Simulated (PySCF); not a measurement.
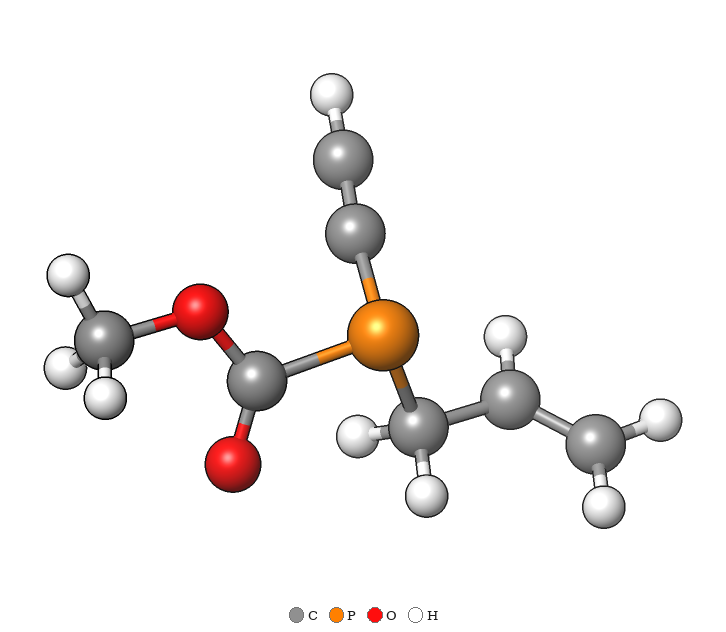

Ball-and-stick drawing of a structure.

Computed geometry: PBE0-D3(BJ)/def2-SVP optimisation. No frequency run is at hand to confirm it as a minimum.

> Give the formula.

C₇H₉O₂P, 19 atoms: 7 carbon, 9 hydrogen, 2 oxygen and 1 phosphorus.

> Write the SMILES.

C#CP(CC=C)C(=O)OC

> Give the symmetry (Schoenflies symbol).

C1.

> Count the bonded pairs by element.

9 C–H, 3 C–C, 3 C–P, 3 C–O.

More results for the same structure follow; atom numbers are the same in all pictures, views and colours differ.

Shape

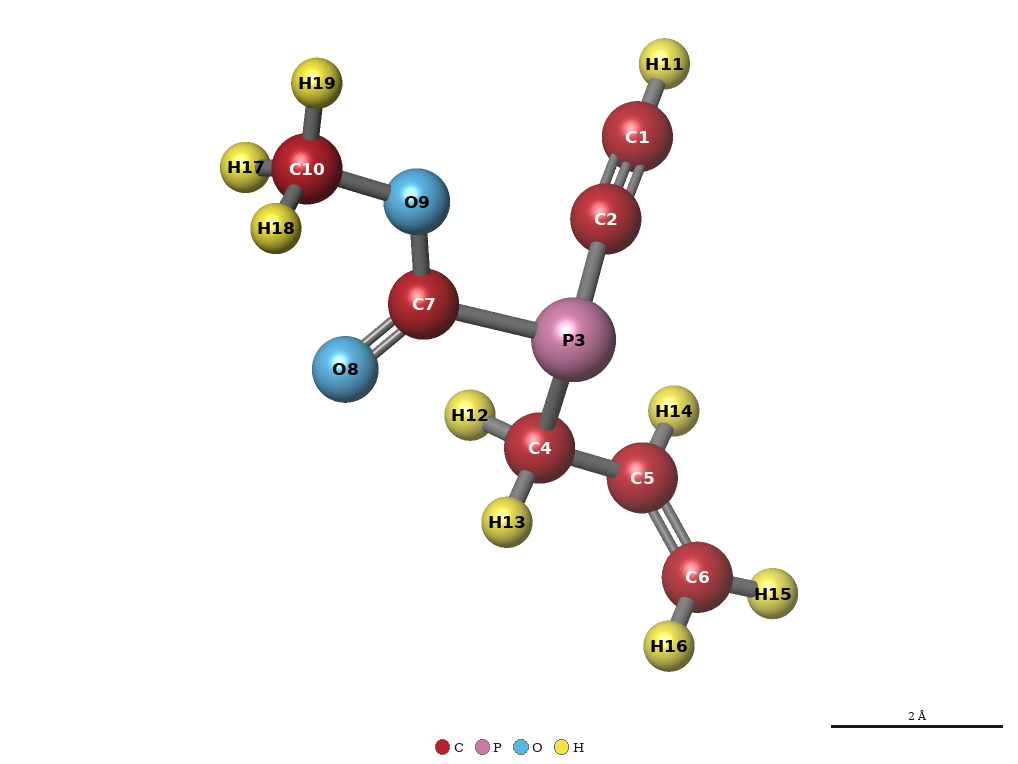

Numbered structure. No frequency run is at hand to confirm it as a minimum.

List the bonds and their lengths. Leave out bonds to hydrogen.

```tsv
bond	length (Å)	order
C1–C2	1.216	triple
C2–P3	1.767	single
P3–C4	1.866	single
P3–C7	1.873	single
C4–C5	1.493	single
C5–C6	1.334	double
C7–O8	1.202	double
C7–O9	1.329	single
O9–C10	1.421	single
```

Excitation

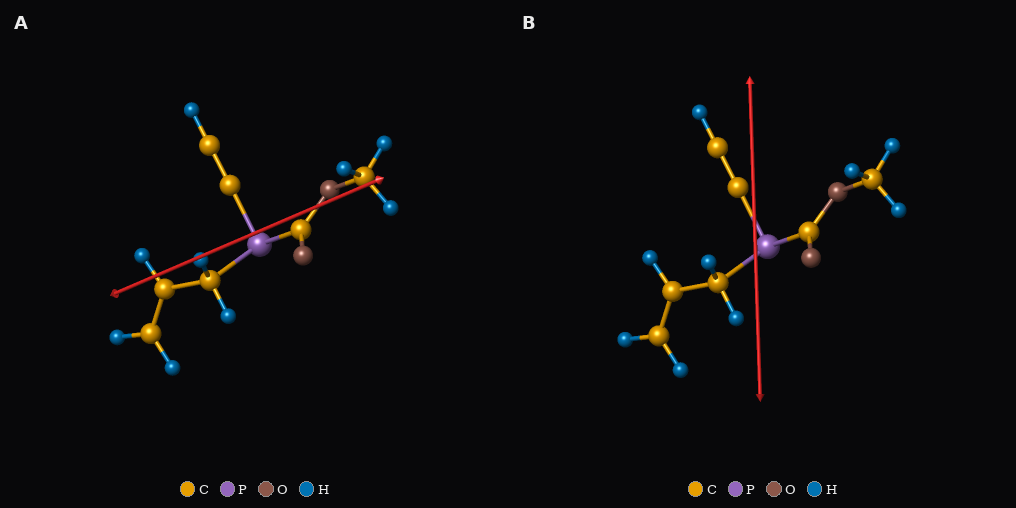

The double arrows show the directions of two transition dipoles from the ground state (lengths mean nothing). No frequency run is at hand to confirm it as a minimum. Level of theory: TDDFT CAM-B3LYP/def2-SVPD, vertical, gas phase, core orbitals frozen in the response (PySCF 2.14.0).

> One belongs to singlet state 2 and one to singlet state 3. Which is which?

A: state 2, 5.35 eV (232 nm), oscillator strength 0.035, of mixed character, with the largest part HOMO → LUMO (weight 0.42).
B: state 3, 5.85 eV (212 nm), oscillator strength 0.062, of mixed character, with the largest part HOMO → LUMO+2 (weight 0.47).

Polarisability

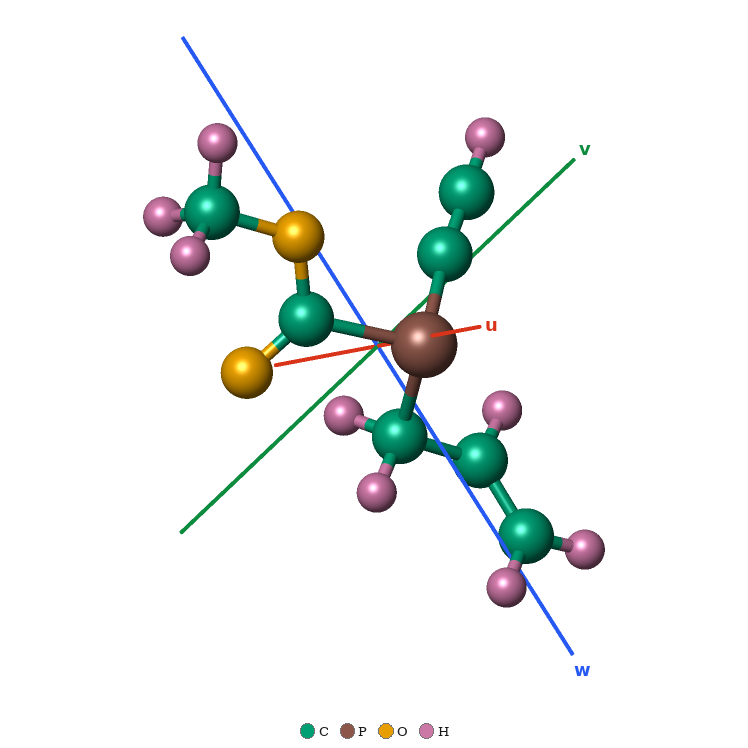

The lines u, v and w are the principal axes of the static dipole polarisability. No frequency run is at hand to confirm it as a minimum. Computed with CAM-B3LYP/def2-SVPD (PySCF 2.14.0).

> Along which axis is the molecule most polarisable, and along which least?

Most along w, least along u.

> Give the three principal values.

u 84.4, v 124.9, w 145.1 bohr³; mean 118.2, anisotropy 53.5 bohr³.

NMR shielding

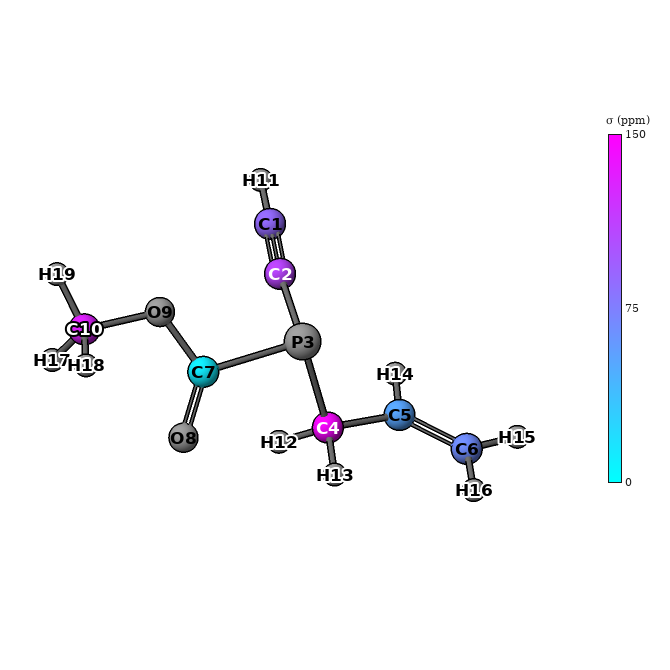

Atoms are coloured by their isotropic NMR shieldings (C only, the others grey). No frequency run is at hand to confirm it as a minimum. Method: GIAO KT2/pcSseg-1 NMR shielding, non-relativistic, gas phase (PySCF 2.14.0).

> Which C atom is the most shielded (lowest chemical shift)?

C4 (145.6 ppm).

> Which C atom is the least shielded (highest chemical shift)?

C7 (11.1 ppm).

> How wide is the range of C shifts?

134.5 ppm.

List the isotropic NMR shieldings of the C atoms.

```csv
atom,σ (ppm)
C1,87.0
C2,109.6
C4,145.6
C5,52.7
C6,66.2
C7,11.1
C10,130.5
```

Charges

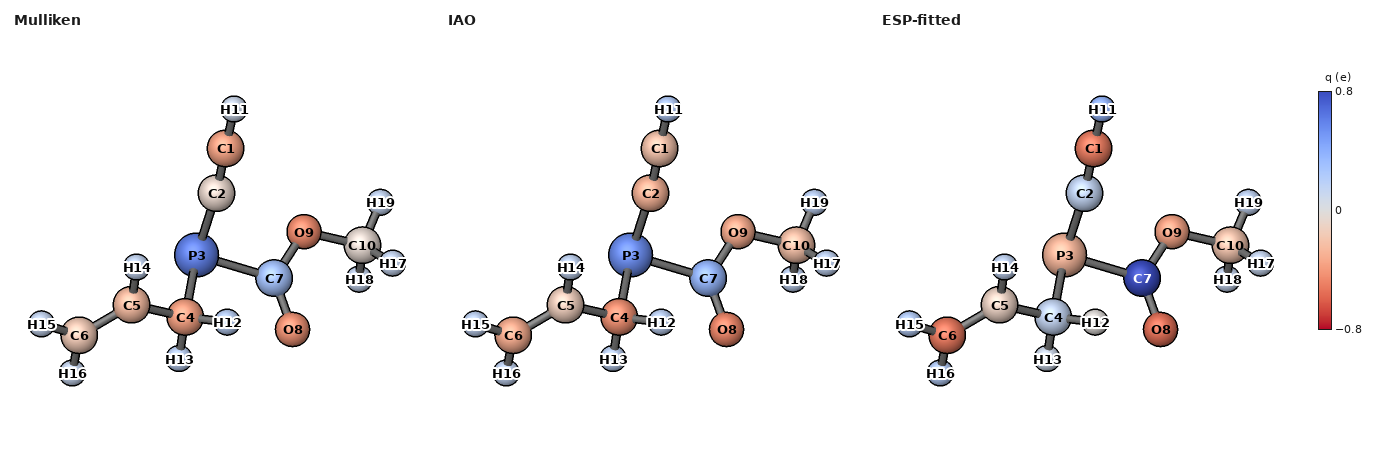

Atomic charges of one calculation by 3 schemes, on one colour scale. No frequency run is at hand to confirm it as a minimum. Computed with PBE0/pcSseg-1 in cyclohexane (IEF-PCM) (PySCF 2.14.0).

> On which atom do the schemes disagree most?

On P3 (from −0.26 to 0.60 e).

List the charges (e), one line for each set of equivalent atoms.

| atom | Mulliken | IAO | ESP-fitted |
| --- | --- | --- | --- |
| C1 | −0.35 | −0.20 | −0.50 |
| C2 | −0.07 | −0.28 | 0.15 |
| P3 | 0.60 | 0.55 | −0.26 |
| C4 | −0.37 | −0.43 | 0.14 |
| C5 | −0.24 | −0.14 | −0.10 |
| C6 | −0.16 | −0.31 | −0.51 |
| C7 | 0.29 | 0.35 | 0.80 |
| O8 | −0.42 | −0.46 | −0.54 |
| O9 | −0.45 | −0.32 | −0.36 |
| C10 | −0.05 | −0.21 | −0.19 |
| H11 | 0.09 | 0.21 | 0.35 |
| H12 | 0.18 | 0.16 | −0.02 |
| H13 | 0.17 | 0.17 | 0.09 |
| H14 | 0.13 | 0.15 | 0.14 |
| H15 | 0.13 | 0.15 | 0.21 |
| H16 | 0.12 | 0.15 | 0.21 |
| H17 | 0.13 | 0.16 | 0.12 |
| H18 | 0.13 | 0.15 | 0.13 |
| H19 | 0.14 | 0.17 | 0.15 |

Mulliken values depend strongly on the basis set and can even reverse the polarity of a bond.
